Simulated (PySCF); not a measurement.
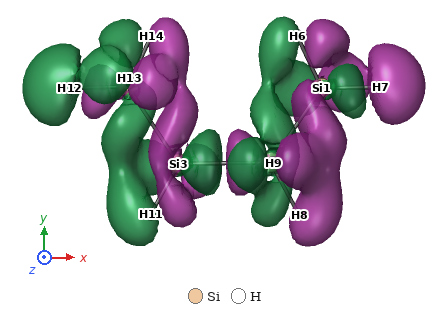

Figure 1: H$_{10}$Si$_{4}$, SMILES `[SiH3][SiH2][SiH2][SiH3]`. Change of the electron density in a uniform field of 0.21 V/Å, surfaces at ±0.0015 e/Å³ (green: gain, purple: loss).

Method: ωB97X/def2-TZVP; geometry: GFN2-xTB; program: PySCF. No frequency check shows the geometry to be a minimum. A basis without diffuse functions makes polarisabilities too small.

Cartesian coordinates (Å):

```
Si1      2.3606    0.8880   -0.1836
Si2      1.0860   -0.9454    0.4183
Si3     -1.0844   -0.9450   -0.4183
Si4     -2.3619    0.8865    0.1839
H5       2.4905    0.9989   -1.6390
H6       1.7324    2.1319    0.2712
H7       3.7236    0.8939    0.3514
H8       1.7931   -2.1850    0.0559
H9       1.0173   -1.0263    1.8883
H10     -1.0159   -1.0248   -1.8884
H11     -1.7900   -2.1862   -0.0584
H12     -3.7379    0.8686   -0.3163
H13     -2.4569    1.0219    1.6402
H14     -1.7610    2.1292   -0.3091
```

> Along which Cartesian direction does the field point?

Along +x: electrons gather on the −x side, against the field.

> What dipole is induced, and what polarisability does it imply?

The induced dipole is 1.38 D (along the field); α along this axis, from the fields in both directions, is 136 bohr³ (20.1 Å³).

> Which atoms gain and lose the most charge?

Electrons gather most on H12 (Hirshfeld charge changes by −0.013 e) and leave H7 most (+0.013 e); 0.104 electrons are displaced in all.
